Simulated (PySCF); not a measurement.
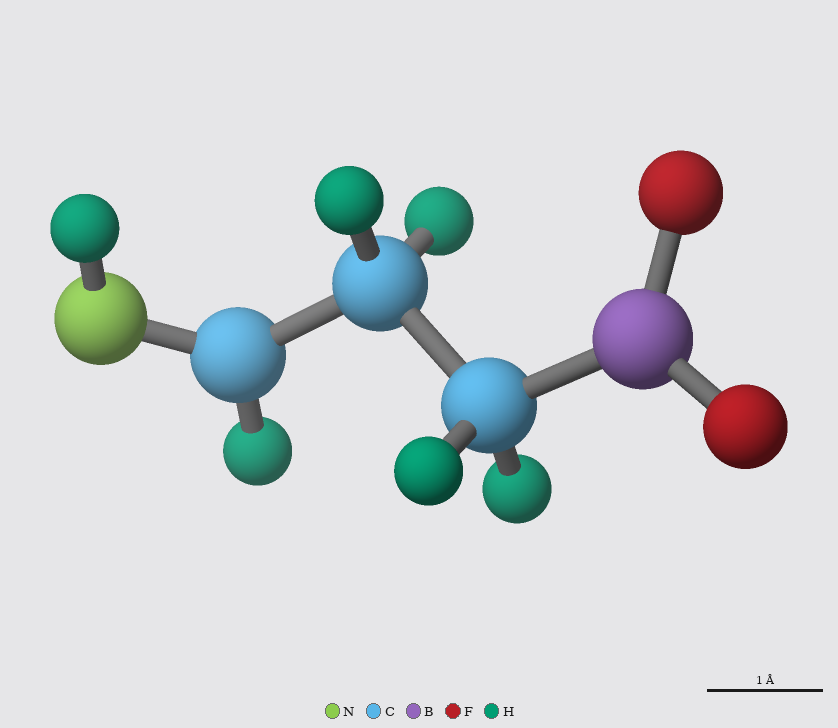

Every bond is drawn as one stick, whatever its order.

The computed structure is the end point of a GFN2-xTB optimisation. No frequency run is at hand to confirm it as a minimum.

Identify the structure.

The molecule is C₃H₆BF₂N. SMILES: `[H]/N=C\CCB(F)F`. It has no ring. Among its groups: imine. The point group is C1. Coordination: 1 N bent; 1 C trigonal planar; 2 C tetrahedral; 1 B trigonal planar.

More results for the same structure follow; atom numbers are the same in all pictures, views and colours differ.

Electronic properties

No frequency run is at hand to confirm it as a minimum. Properties computed with B3LYP/pcJ-1, gas phase (PySCF 2.14.0).

Predict the main results.

- dipole moment: 0.77 D
- HOMO energy (Kohn–Sham orbital): −7.16 eV
- LUMO energy (Kohn–Sham orbital): −0.44 eV
- HOMO–LUMO gap: 6.72 eV

Quadrupole coupling

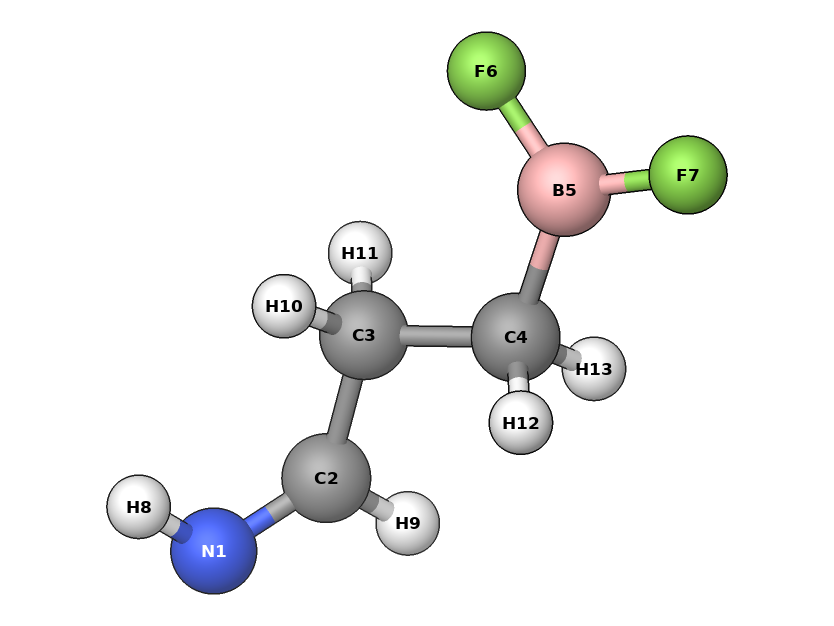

No frequency run is at hand to confirm it as a minimum. Electric field gradients from the ground-state density, B3LYP/pcJ-1 (PySCF 2.14.0), non-relativistic apart from any core potentials.

Give the largest field-gradient component, the quadrupole coupling constant and the asymmetry for 14N at N1 (Q = 20.44 mb), 11B at B5 (Q = 40.59 mb), 2H at H8 (Q = 2.86 mb), 2H at H9 (Q = 2.86 mb), 2H at H10 (Q = 2.86 mb), 2H at H11 (Q = 2.86 mb).

```csv
atom,V_zz (a.u.),e²qQ/h (MHz),η
N1,−1.060,−5.09,0.38
B5,0.349,3.33,0.71
H8,0.371,0.249,0.03
H9,0.298,0.201,0.04
H10,0.289,0.194,0.05
H11,0.288,0.194,0.02
```

Spin–spin coupling

No frequency run is at hand to confirm it as a minimum. Level of theory: B3LYP/pcJ-1 indirect spin-spin coupling, non-relativistic, gas phase (PySCF 2.14.0). Isotopes: 11B, 13C, 19F, 1H, 15N.

Give the spin–spin coupling constants of these pairs, with the number of bonds between them: C3/B5, C4/F6, B5/H13, N1/C4, N1/H10, C2/B5, C3/F6, B5/H10, F6/H12.

```
   pair  bonds apart  J (Hz)
 C3, B5            2    −1.2
 C4, F6            2    29.0
B5, H13            2    −6.7
 N1, C4            3    −0.8
N1, H10            3    −1.3
 C2, B5            3     7.8
 C3, F6            3    −1.6
B5, H10            3     1.7
F6, H12            3     8.1
```

Density functionals are unreliable for couplings to fluorine, so those rows may be far off.

The geometry is semi-empirical. Around B such bond lengths and angles can be off by a tenth of an ångström or more and by several degrees, and values that hang on the shape move with them.
